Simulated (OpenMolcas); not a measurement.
CH3FSi: excited-state calculation (part 3 of 3)

The same run, continued: CH3FSi, multiplicity 3; CASPT2/ANO-RCC-VDZ, DKH2 (OpenMolcas 26.06). The geometry comes from this level: GFN2-xTB.

Geometry of the input (Å):
```
F  0.2241  -1.9725  1.1874
C  0.7168  -1.0617  0.3725
Si -0.0929  0.4683  -0.2645
H  -1.2963  0.1389  -1.0406
H  0.9336  1.0771  -1.0987
H  -0.4854  1.3498  0.8438
```

### The program's output, continued
```
      ********************************************************************************
      *                             General data section                             *
      ********************************************************************************

   Specific data for JOBIPH file JOBMIX
   -------------------------------------

   Header from SEWARD:

   CASSCF title (first line only):
       (No title given)

  STATE IRREP:                1
  SPIN MULTIPLICITY:          3
  ACTIVE ELECTRONS:          10
  MAX RAS1 HOLES:             0
  MAX RAS3 ELECTRONS:         0
  NR OF CONFIG:           29700
 ###############################################################################
 ###    WARNING: EJOB used when HEFF is available, possible                  ###
 ###    extra interaction between states is ignored!                         ###
 ###############################################################################

   The following data are common to all the states:
   ------------------------------------------------
   (note: frozen counts as inactive, deleted as secondary)

      Nr of irreps: 1

                 Total     No./Irrep
      Irrep                  1
                             a

      INACTIVE      11      11
      ACTIVE        10      10
      SECONDARY     16      16
      BASIS         37      37

      RAS1           0       0
      RAS2          10      10
      RAS3           0       0

        MATRIX ELEMENTS WILL BE COMPUTED FOR THE FOLLOWING ONE-ELECTRON OPERATORS, UNLESS ZERO BY SYMMETRY.
   (Herm=Hermitian, Anti=Antihermitian, Sing=Singlet operator, Trip=Triplet operator)
     MLTPL  0   1 (HERMSING)     MLTPL  1   1 (HERMSING)     MLTPL  1   2 (HERMSING)
     MLTPL  1   3 (HERMSING)     MLTPL  2   1 (HERMSING)     MLTPL  2   2 (HERMSING)
     MLTPL  2   3 (HERMSING)     MLTPL  2   4 (HERMSING)     MLTPL  2   5 (HERMSING)
     MLTPL  2   6 (HERMSING)     VELOCITY   1 (ANTISING)     VELOCITY   2 (ANTISING)
     VELOCITY   3 (ANTISING)     ANGMOM     1 (ANTISING)     ANGMOM     2 (ANTISING)
     ANGMOM     3 (ANTISING)     MLTPV  2   1 (ANTISING)     MLTPV  2   2 (ANTISING)
     MLTPV  2   3 (ANTISING)     MLTPV  2   4 (ANTISING)     MLTPV  2   5 (ANTISING)
     MLTPV  2   6 (ANTISING)

       EIGENSTATES OF A SPIN-FREE HAMILTONIAN WILL BE COMPUTED BASED ON:

  a Hamiltonian matrix assumed to be diagonal with energies read from the wavefunction file(s).

  Nr of states:                    2

   State:        1   2
  JobIph:        1   1
 Root nr:        1   2

  HAMILTONIAN MATRIX FOR THE ORIGINAL STATES:

  Diagonal, with energies
   -428.76837489   -428.53669864

      OVERLAP MATRIX FOR THE ORIGINAL STATES:

  Diagonal, with elements
      1.00000000      1.00000000

::    RASSI State    1     Total energy:    -428.76837489430784
::    RASSI State    2     Total energy:    -428.53669863811558

      ****************************************************************************************************
      *                                         Spin-free section                                        *
      *                 Note: index according to input order, order according to energy.                 *
      ****************************************************************************************************

  SPIN-FREE ENERGIES:
  (Shifted by EMIN (a.u.) =       -428.7683748943)

 SF State       Relative EMIN(au)   Rel lowest level(eV)    D:o, cm**(-1)

     1             0.0000000000        0.0000000000              0.0000
     2             0.2316762562        6.3042320913          50847.0609

++ Dipole transition strengths (spin-free states):
   -----------------------------------------------
     for osc. strength at least  1.00000000E-05

      From   To        Osc. strength     Einstein coefficients Ax, Ay, Az (sec-1)    Total A (sec-1)
     -----------------------------------------------------------------------------------------------
         1    2       3.71211731E-03  5.87275638E+05  1.65705419E+06  4.15737476E+06  6.40170458E+06
     -----------------------------------------------------------------------------------------------
--

++ Velocity transition strengths (spin-free states):
   -------------------------------------------------
     for osc. strength at least  1.00000000E-05

      From   To        Osc. strength     Einstein coefficients Ax, Ay, Az (sec-1)    Total A (sec-1)
     -----------------------------------------------------------------------------------------------
         1    2       1.86513586E-02  4.45690296E+06  4.97071037E+06  2.27374499E+07  3.21650632E+07
     -----------------------------------------------------------------------------------------------
--

++ Length and velocity gauge comparison (spin-free states):
   --------------------------------------------------------

 --------------------------------------------------
 A comparison between the dipole oscillator strengths in
 length and velocity gauge will be performed

     All dipole oscillator differences above the tolerance of   1.00000000E-01  will be printed

 Due to basis set deficiency these oscillator may be problematic

 The tolerance is defined as ABS(1-O_l/O_v)
 O_l : dipole oscillator strength in length gauge
 O_p : dipole oscillator strength in velocity gauge
 --------------------------------------------------

  Problematic transitions have been found

      From   To       Difference (%) Osc. st. (len.) Osc. st. (vel.)
     ---------------------------------------------------------------
         1    2            80.097336  3.71211731E-03  1.86513586E-02
     ---------------------------------------------------------------

 Number of problematic transitions =                     1

--

 Electric-dipole - electric-octupole not included
 Electric-dipole - magnetic-quadrupole not included

      ****************************************************************************************************
      *                                    Special properties section                                    *
      ****************************************************************************************************

--- Stop Module: rassi /rc=_RC_ALL_IS_WELL_ ---

.##################.
.# Happy landing! #.
.##################.

    Timing: Wall=21.98 User=20.53 System=1.34
```

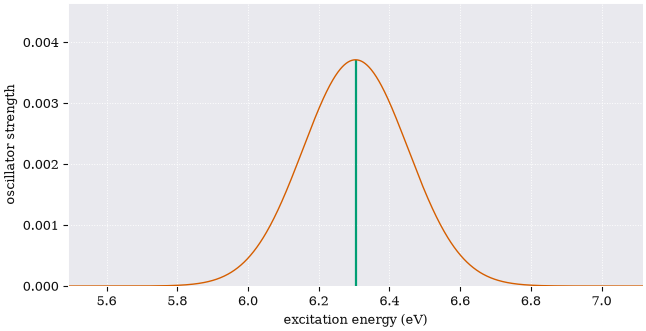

Fig. 1: Computed excitations as sticks (degenerate states added up, dark ones marked on the axis), with a Gaussian envelope of 0.35 eV full width at half maximum, scaled to the tallest. Of the 1 states the lowest lies at 6.30 eV (f = 0.004); the strongest line is at 6.30 eV, or 197 nm (f = 0.004).
